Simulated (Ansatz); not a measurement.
**CH2NSn (SMILES N#[C][SnH2]) at UCCSD/def2-SVPD (core potential)**

What is the vertical electron affinity of CH2NSn at UCCSD/def2-SVPD (core potential)? 

The calculation is run with Ansatz 0.2.0.

60 further runs of the same task are left out: 60 set aside as unsound or not needed. Runs told in other sessions of the task aren't counted.

### Step 1. Starting point

The species is CH2NSn (5 atoms), meant as a doublet with charge 0. SMILES: `N#[C][SnH2]`. Geometry: relaxed at PBE0-D4/def2-TZVP.

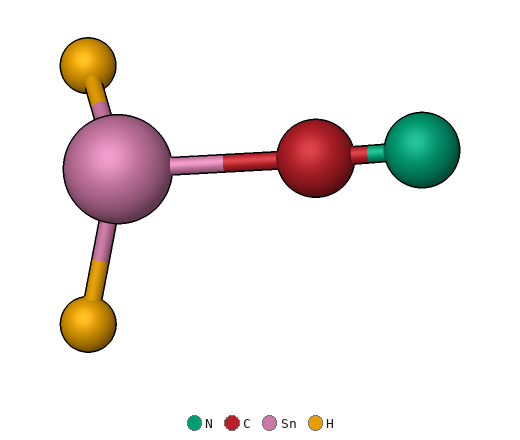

The structure, seen from a chosen angle (nitrogen teal, carbon red, tin pink, hydrogen amber).

### Step 2. The energy at UCCSD/def2-SVPD (core potential)

Input file run.yaml:

```yaml
crystal:
  periodic: [false, false, false]
  atoms:
    - {symbol: N, position_ang: [0.833800, -1.535700, 1.665600]}
    - {symbol: C, position_ang: [0.506000, -0.851500, 0.796000]}
    - {symbol: Sn, position_ang: [0.009600, 0.331100, -0.886300]}
    - {symbol: H, position_ang: [-1.648500, 0.038200, -1.184000]}
    - {symbol: H, position_ang: [0.349000, 1.944400, -0.432600]}
basis:
  gaussian: {orbitals: def2-SVPD}
magnetization: {spin_polarized: true, initial_magnetization: 1}
correlation: {method: ccsd, frozen_orbitals: {C: 1, H: 0, "N": 1, Sn: 4}}
accuracy: high
scf: {omitted_lower_state_checks: [cluster_reference, increment]}
```

The run is started by

```
$ ansatz run run.yaml --threads 1 --pin off --max-ram 3480MiB --events-out events.jsonl --progress --plain --runs-dir runs
```

The log of the run (excerpt; [...] marks lines left out):

```text
Warning: RAYON_NUM_THREADS=1 ignored (pool sized by the plan → 1); use --threads N
Functional definition: HF
  name "HF"
[...]
1938 factors; integrals over basis functions are off by at most 2.8e-9 eV
[...]
mean field -8345.98258725 eV, -306.7092029712 hartree, gradient 2.2e-8 eV, S^2 0.771805; 2 other end points of the search recorded, 0 dependent functions left out
6 core orbitals not correlated: weight in the atoms' cores, before any rotation towards them, 1.000 or more for the frozen orbitals, at most 0.000 for the correlated occupied ones
reference -8345.98258725 eV, -306.7092029712 hartree; 13, 12 occupied and 69, 70 virtual orbitals, 1938 factors
second order -10.63526983 eV of doubles, -0.00000000 eV of singles
cycle   1  -10.71128892 eV  change   -7.6e-2 eV  update   1.0e-1
[...]
cycle  25  -11.27285465 eV  change   5.2e-10 eV  update   1.4e-9
Total energy: -8357.25544190 eV, -307.1234727386 hartree
Checks for a lower state left out: cluster_reference, increment
```

Wall time 53 s (1 thread of Arm Neoverse V2, shared host); peak memory 1.1 GiB.

### Step 3. The singlet anion, same level

Edit run.yaml of step 2 so:

```diff
@@ -10,3 +10,3 @@
   gaussian: {orbitals: def2-SVPD}
-magnetization: {spin_polarized: true, initial_magnetization: 1}
+total_charge: -1
 correlation: {method: ccsd, frozen_orbitals: {C: 1, H: 0, "N": 1, Sn: 4}}
```

The run is started by

```
$ ansatz run run.yaml --threads 1 --pin off --max-ram 3480MiB --events-out events.jsonl --progress --plain --runs-dir runs
```

The log of the run (excerpt; [...] marks lines left out):

```text
Warning: RAYON_NUM_THREADS=1 ignored (pool sized by the plan → 1); use --threads N
Functional definition: HF
  name "HF"
[...]
1938 factors; integrals over basis functions are off by at most 2.8e-9 eV
[...]
mean field -8347.09394195 eV, -306.7500445031 hartree, gradient 7.2e-8 eV, S^2 0.000000; 0 other end points of the search recorded, 0 dependent functions left out
6 core orbitals not correlated: weight in the atoms' cores, before any rotation towards them, 1.000 or more for the frozen orbitals, at most 0.000 for the correlated occupied ones
reference -8347.09394195 eV, -306.7500445031 hartree; 13, 13 occupied and 69, 69 virtual orbitals, 1938 factors
second order -11.35686002 eV of doubles, -0.00000000 eV of singles
cycle   1  -11.45043886 eV  change   -9.4e-2 eV  update   1.0e-1
[...]
cycle  23  -11.99406256 eV  change  -5.6e-10 eV  update   1.6e-9
Total energy: -8359.08800451 eV, -307.1908181723 hartree
Checks for a lower state left out: cluster_reference, increment
```

Run time: 16 s. Hardware: 1 thread of Arm Neoverse V2, shared host; peak memory 0.55 GiB.

### Step 4. What came out

At UCCSD/def2-SVPD (core potential), 6 core orbitals frozen:

| quantity | value |
| --- | --- |
| doublet CH2NSn: total energy | -307.12347 Eh |
| doublet CH2NSn: correlation energy (6 core orbitals frozen) | -414.3 mEh |
| doublet CH2NSn: ⟨S²⟩ of the reference determinant | 0.772 |
| doublet CH2NSn: T1 diagnostic | 0.015 |
| singlet anion: total energy | -307.19082 Eh |
| singlet anion: correlation energy (6 core orbitals frozen) | -440.8 mEh |
| singlet anion: T1 diagnostic | 0.013 |
| vertical electron affinity (to the singlet anion) | 1.833 eV |

**Reading.** At fixed nuclei the extra electron is bound by 1.83 eV (42 kcal/mol).
